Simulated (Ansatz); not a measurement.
**GeO (SMILES [O]=[Ge]): levels of theory compared**

Aim: a comparison of 6 runs (UHF/STO-3G, UB3LYP/STO-3G, r2SCAN/STO-3G, UMP2/STO-3G, UCCSD(T)/STO-3G, FCI/STO-3G) of GeO. 

Program for the calculation: Ansatz 0.2.0.

69 further runs of the same task are left out: 29 that didn't finish, 40 set aside as unsound or not needed.

### Step 1. The structure to begin with

GeO: 2 atoms, total charge 0, spin state singlet. As SMILES, `[O]=[Ge]`. The Ge2–O1 distance was set to 2.365 Å, away from the relaxed value.

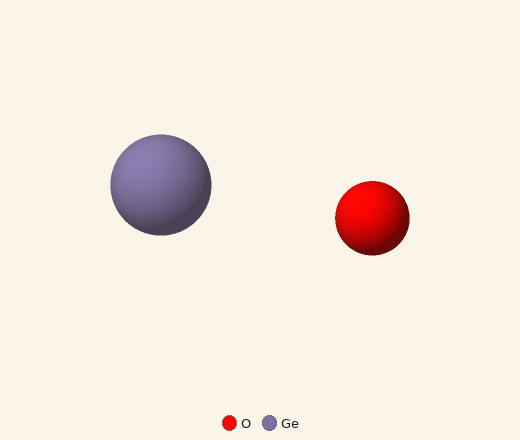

The structure, seen from a chosen angle (oxygen red, germanium purple).

### Step 2. The energy at UHF/STO-3G (run 1)

Contents of input.yaml:

```yaml
crystal:
  periodic: [false, false, false]
  atoms:
    - {symbol: O, position_ang: [0.000000, 0.000000, -0.788210]}
    - {symbol: Ge, position_ang: [0.000000, 0.000000, 1.576490]}
basis:
  gaussian:
    orbitals: STO-3G
accuracy: high
hamiltonian:
  xc: hf
magnetization:
  spin_polarized: true
  initial_magnetization: 0
```

On the command line:

```bash
$ ansatz run input.yaml --threads 1 --pin off --max-ram 2610MiB --events-out events.jsonl --progress --plain --runs-dir runs
```

Standard output:

```text
Warning: RAYON_NUM_THREADS=1 ignored (pool sized by the plan → 1); use --threads N
Functional definition: HF
  name "HF"
  exchange = exact_x
  correlation = 0
283 factors; integrals over basis functions are off by at most 3.3e-8 eV
mean field evaluation 1: about -57812.2766 eV, gradient 3.0e1 eV
mean field evaluation 2: about -57812.3092 eV, gradient 3.0e1 eV
mean field evaluation 4: about -57818.8579 eV, gradient 3.0e1 eV
mean field evaluation 8: about -57818.8584 eV, gradient 3.0e1 eV
mean field evaluation 16: about -57832.2474 eV, gradient 6.6e-5 eV
mean field evaluation 32: about -57834.5994 eV, gradient 9.2e-1 eV
mean field evaluation 64: about -57836.6314 eV, gradient 1.9e-1 eV
mean field evaluation 96: about -57836.5379 eV, gradient 1.4e0 eV
mean field evaluation 128: about -57834.0396 eV, gradient 1.1e1 eV
mean field evaluation 160: about -57835.4936 eV, gradient 2.3e0 eV
mean field evaluation 192: about -57836.3840 eV, gradient 1.8e0 eV
mean field -57836.66973062 eV, -2125.4584094977 hartree, gradient 1.3e-8 eV, S^2 1.953982; 9 other end points of the search recorded, 0 dependent functions left out
reference -57836.66973062 eV, -2125.4584094977 hartree; 20, 20 occupied and 3, 3 virtual orbitals, 283 factors
Total energy: -57836.66973062 eV, -2125.4584094977 hartree
```

It took 0.88 s on 1 thread of Arm Neoverse V1, shared host.

### Step 3. The energy at UB3LYP/STO-3G (run 2)

Contents of job.yaml:

```yaml
crystal:
  periodic: [false, false, false]
  atoms:
    - {symbol: O, position_ang: [0.000000, 0.000000, -0.788210]}
    - {symbol: Ge, position_ang: [0.000000, 0.000000, 1.576490]}
basis:
  gaussian: {orbitals: STO-3G}
magnetization: {spin_polarized: true}
accuracy: high
hamiltonian: {xc: {name: B3LYP}}
```

On the command line:

```bash
$ ansatz run job.yaml --threads 1 --pin off --max-ram 2610MiB --events-out events.jsonl --progress --plain --runs-dir runs
```

Standard output, shortened:

```text
Warning: RAYON_NUM_THREADS=1 ignored (pool sized by the plan → 1); use --threads N
Functional definition: B3LYP
  name "B3LYP"
[...]
283 factors; integrals over basis functions are off by at most 3.3e-8 eV
[...]
mean field -57877.89251653 eV, -2126.9733189379 hartree, gradient 1.7e-8 eV, S^2 1.250458; 26 other end points of the search recorded, 0 dependent functions left out
reference -57877.89253939 eV, -2126.9733197781 hartree; 20, 20 occupied and 3, 3 virtual orbitals, 283 factors
Total energy: -57877.89253939 eV, -2126.9733197781 hartree
```

Wall time 27 s (1 thread of Arm Neoverse V1, shared host); peak memory 0.11 GiB.

### Step 4. A single-point energy at r2SCAN/STO-3G (run 3)

Contents of run.yaml:

```yaml
crystal:
  periodic: [false, false, false]
  atoms:
    - {symbol: O, position_ang: [0.000000, 0.000000, -0.788210]}
    - {symbol: Ge, position_ang: [0.000000, 0.000000, 1.576490]}
basis:
  gaussian:
    orbitals: STO-3G
total_charge: 0
hamiltonian:
  xc: {name: r2SCAN}
accuracy: high
```

On the command line:

```bash
$ ansatz run run.yaml --threads 1 --pin off --max-ram 2610MiB --events-out events.jsonl --progress --plain --runs-dir runs
```

Standard output, shortened:

```text
Warning: RAYON_NUM_THREADS=1 ignored (pool sized by the plan → 1); use --threads N
Functional definition: r2SCAN
  name "r2SCAN"
[...]
283 factors; integrals over basis functions are off by at most 3.3e-8 eV
[...]
mean field -57879.07121880 eV, -2127.0166354475 hartree, gradient 1.5e-8 eV, S^2 0.000000; 9 other end points of the search recorded, 0 dependent functions left out
reference -57879.07121906 eV, -2127.0166354570 hartree; 20, 20 occupied and 3, 3 virtual orbitals, 283 factors
Total energy: -57879.07121906 eV, -2127.0166354570 hartree
```

Run time: 18 s. Hardware: 1 thread of Arm Neoverse V1, shared host; peak memory 0.11 GiB.

Runs 4 to 5 aren't shown in full; the table further down has their settings and results.

### Step 5. A single-point energy at FCI/STO-3G (run 6)

Contents of molecule.yaml:

```yaml
crystal:
  periodic: [false, false, false]
  atoms:
    - {symbol: O, position_ang: [0.000000, 0.000000, -0.788210]}
    - {symbol: Ge, position_ang: [0.000000, 0.000000, 1.576490]}
basis:
  gaussian: {orbitals: STO-3G}
correlation: {method: fci, frozen_orbitals: {Ge: 9, O: 1}}
accuracy: high
```

On the command line:

```bash
$ ansatz run molecule.yaml --threads 1 --pin off --max-ram 2610MiB --events-out events.jsonl --progress --plain --runs-dir runs
```

Standard output, shortened:

```text
Warning: RAYON_NUM_THREADS=1 ignored (pool sized by the plan → 1); use --threads N
Functional definition: HF
  name "HF"
[...]
283 factors; integrals over basis functions are off by at most 3.3e-8 eV
[...]
mean field -57832.24737747 eV, -2125.2958910168 hartree, gradient 1.1e-8 eV, S^2 0.000000; 11 other end points of the search recorded, 0 dependent functions left out; unrestricted orbitals would lower it
determinant -57832.24737747 eV, -2125.2958910168 hartree, with singles and doubles -57832.77312288 eV, -2125.3152118044 hartree
determinant -57831.30186814 eV, -2125.2611441898 hartree, with singles and doubles -57831.94354476 eV, -2125.2847253708 hartree
determinant -57830.27453156 eV, -2125.2233902669 hartree, with singles and doubles -57831.80466287 eV, -2125.2796215555 hartree
unrestricted determinant -57835.26863787 eV, -2125.4069202885 hartree, S^2 1.3772
10 core orbitals not correlated: weight in the atoms' cores, before any rotation towards them, 1.000 or more for the frozen orbitals, at most 0.000 for the correlated occupied ones
reference -57832.24737747 eV, -2125.2958910168 hartree; 10, 10 occupied and 3, 3 virtual orbitals, 283 factors
state -57838.58308049 eV, -2125.5287238082 hartree
Total energy: -57838.58308049 eV, -2125.5287238082 hartree
```

It took 1.2 s on 1 thread of Arm Neoverse V1, shared host.

### Step 6. Overview of the runs

```csv
run,level,frozen core orbitals,energy (Eh),⟨S²⟩,wall time
1,UHF/STO-3G,–,-2125.458409,1.954,0.88 s
2,UB3LYP/STO-3G,–,-2126.973320,1.250,27 s
3,r2SCAN/STO-3G,–,-2127.016635,–,18 s
4,UMP2/STO-3G,10,-2125.468948,1.954,1.2 s
5,UCCSD(T)/STO-3G,10,-2125.525240,1.954,1.6 s
6,FCI/STO-3G,10,-2125.528724,–,1.2 s
```

### Step 7. Summary of results

```
                                           quantity           value
                                run 6: total energy  -2125.52872 Eh
run 6: correlation energy (10 core orbitals frozen)      -232.8 mEh
```

What this shows: Against full CI in this basis: UHF +70.3 mEh; UMP2 +59.8 mEh; UCCSD(T) +3.5 mEh. Totals of different functionals can't be ranked against each other. In runs 1, 2, 3, 4, 5, 6 the basis is minimal, so the values are rough. Spin contamination of the reference: run 1 ⟨S²⟩ = 1.95, run 4 ⟨S²⟩ = 1.95, run 5 ⟨S²⟩ = 1.95, run 2 ⟨S²⟩ = 1.25. Where it is this large, the reference is a mixture of spin states, and values that rest on it are in doubt. All runs together took 50 s, the longest 27 s.
